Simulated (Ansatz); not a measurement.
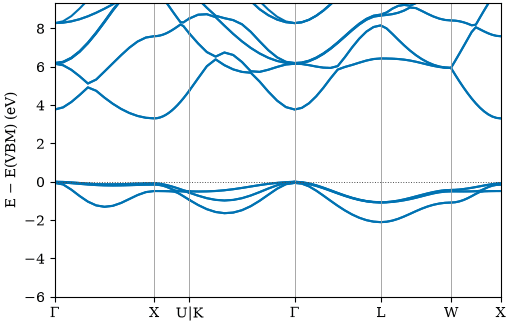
Fig. 1. Band structure from plane-wave PAW PBE with spin–orbit coupling (Ansatz code)

Problem. Read off the gap and where the band edges lie.

Solution. About 3.3 eV (3.31 eV by a search for the band edges); maximum at Γ, minimum at X.

The material is SrO (rock salt, Fm-3m).

The cell was relaxed with PBE under the symmetry of its start.

Potentials: the earlier of the program's two PAW sets.
